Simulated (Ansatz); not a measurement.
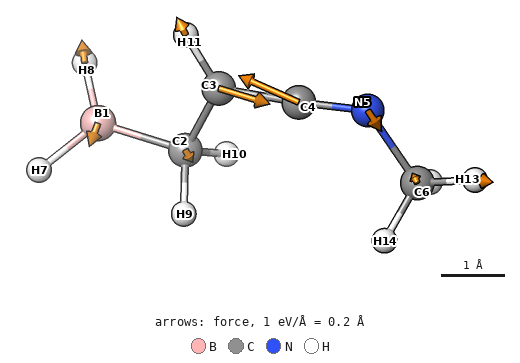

Starting geometry of C4H8BN (coarse preliminary run) with the computed forces as orange arrows. A ball-and-stick model, seen at a tilt.

The start comes from a force field.

Level of theory: Ansatz 0.2.0, RKS PBE-D4/def2-SVP.

Input file:
```yaml
crystal:
  periodic: [false, false, false]
  atoms:
    - {symbol: B, position_ang: [-2.684900, 0.751000, -0.250500]}
    - {symbol: C, position_ang: [-1.183900, 0.612300, 0.034400]}
    - {symbol: C, position_ang: [-0.693400, -0.663800, -0.557700]}
    - {symbol: C, position_ang: [0.669600, -0.975600, -0.399200]}
    - {symbol: N, position_ang: [1.822100, -1.303000, -0.266800]}
    - {symbol: C, position_ang: [2.730500, -0.408300, 0.474900]}
    - {symbol: H, position_ang: [-3.087400, 1.727200, -0.880700]}
    - {symbol: H, position_ang: [-3.472800, 0.024000, 0.141300]}
    - {symbol: H, position_ang: [-0.625800, 1.490900, -0.363000]}
    - {symbol: H, position_ang: [-1.026500, 0.618500, 1.159300]}
    - {symbol: H, position_ang: [-1.317800, -1.340600, -1.070100]}
    - {symbol: H, position_ang: [2.402900, -0.288600, 1.541000]}
    - {symbol: H, position_ang: [3.693300, -0.852800, 0.469800]}
    - {symbol: H, position_ang: [2.761200, 0.579700, -0.003800]}
basis:
  gaussian: {orbitals: def2-SVP}
hamiltonian: {xc: pbe, dispersion: d4}
relax: {f_tol: 0.03, max_steps: 200}
```

Command:
```bash
ansatz run in.yaml --threads 4 --pin off --events-out ev --progress --plain --max-ram 10444MiB
```

**Is this structure relaxed? If not, where do the atoms go?**

It isn't relaxed: the largest force vector, on C4, is 5.52 eV/Å. The final displacements have little in common with the starting forces (cosine between the two patterns 0.03). The energy falls by 169.2 kJ/mol in 17 accepted moves (21 points after the start). Largest force component: 5.4 eV/Å at the start, 0.019 eV/Å at the end. The line search rejected the trial steps at points 7, 10, 17, 18 of the run. The largest move after the best rigid fit is that of H11, 1.01 Å. By element the largest moves are H 1.01 Å, N 0.80 Å, C 0.44 Å, B 0.34 Å. Among the contacts that change: B1–H8 1.141 → 1.219 Å, C3–C4 1.407 → 1.330 Å, C3–H11 1.054 → 1.104 Å, C6–H13 1.060 → 1.110 Å. Bond angles that change, for instance: B1–C2–H10 108.6° → 89.2°, B1–C2–C3 109.0° → 121.3°, C4–N5–C6 118.6° → 125.6°. Groups turn about N5–C6 by about 60°, C2–C3 by about 35°, B1–C2 by about 35°.
